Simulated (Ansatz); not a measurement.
# Cl₄FHMoO···HCl: what the fields show

```xyz
10

Mo   -0.2029   -0.1081    0.1143
F    -0.8136   -0.2471    2.4673
Cl    3.7215    0.2186   -0.0822
Cl    0.3604    3.0258    0.3120
Cl   -2.4521    0.1718   -0.2708
Cl    0.4245   -2.2523    0.4472
Cl    0.5146    0.2384   -2.0604
O     0.3055    1.4847    0.9221
H     3.1179    0.3273   -1.2009
H    -0.5542    0.5331    2.8599
```

Core potentials replace the inner electrons of Mo.

These are results of RHF/def2-SVP in Ansatz 0.2.0, not measurements.

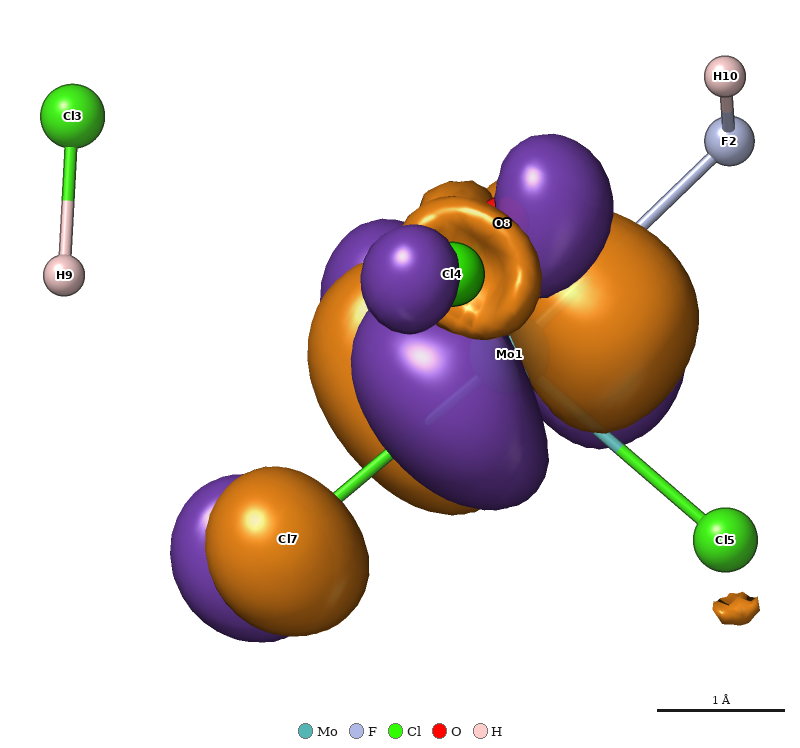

Figure 1. The LUMO at ±0.1 Å⁻³ᐟ² (orange and purple are the two phases), seen from one side.

**What is the character of this orbital?**

By Hirshfeld shares it lies mainly on Mo1 (about 70 %), Cl6 (about 10 %) and Cl7 (about 10 %). Its energy is −0.56 eV.

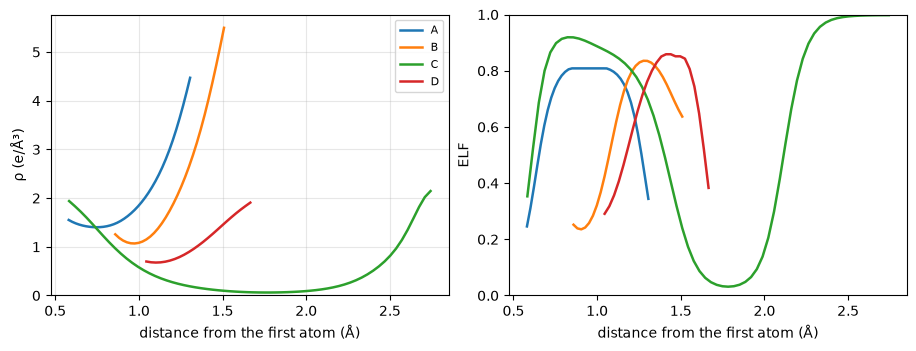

Figure 2. Electron density and ELF along straight lines between neighbouring atoms. The curves leave out the atomic cores.

**Which curve belongs to which contact (Cl–H, Cl–O, Mo–Cl and Mo–O)? The first atom named is at distance zero.**

Curve A: Cl–O (1.66 Å): ρ is about 1.4 e/Å³ halfway; the ELF peaks at about 0.80 between the atoms; localised, covalent bonding. Curve B: Mo–O (1.86 Å): the density is about 1.1 e/Å³ at the midpoint; the ELF peaks at about 0.85 in the valence shell of O, 0.6 Å from its nucleus, and drops to about 0.25 between the two atoms. Curve C: Cl7···H9 (2.74 Å): the density falls to about 0.06 e/Å³ on the way; the ELF dips to about 0.05 between them (a weak contact between the two molecules). Curve D: Mo–Cl (2.26 Å): ρ is about 0.68 e/Å³ halfway; the ELF peaks at about 0.85 in the valence shell of Cl, 0.8 Å from its nucleus, and is about 0.40 at the midpoint.

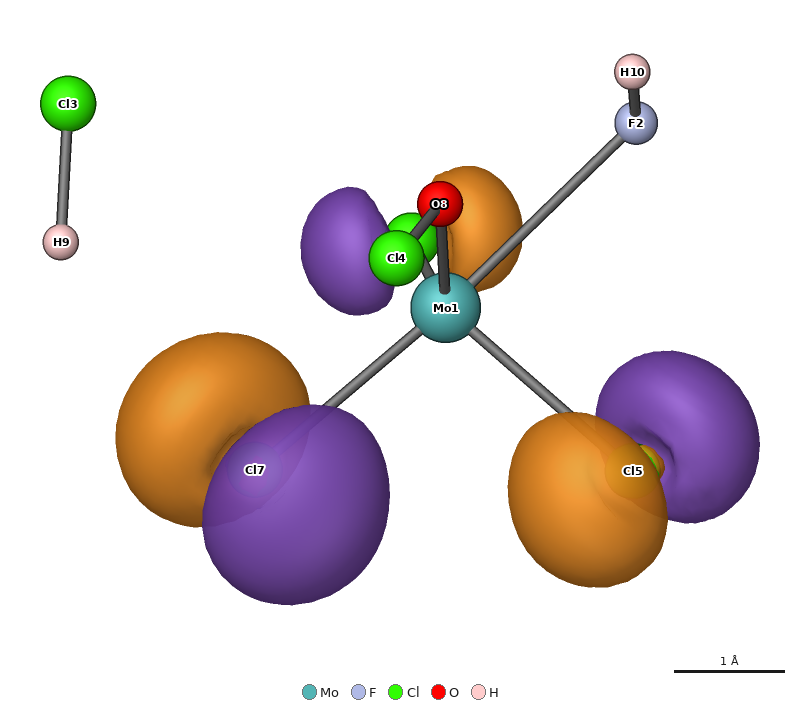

Figure 3. The HOMO−1 at ±0.15 Å⁻³ᐟ² (orange and purple are the two phases), seen from one side.

**Describe this orbital and give its energy.**

Its weight (Hirshfeld) is mainly on Cl7 (about 50 %), Cl5 (about 30 %) and Cl6 (about 10 %); largely a combination of lone pairs on Cl7, Cl5 and Cl6. Its energy is −12.22 eV.
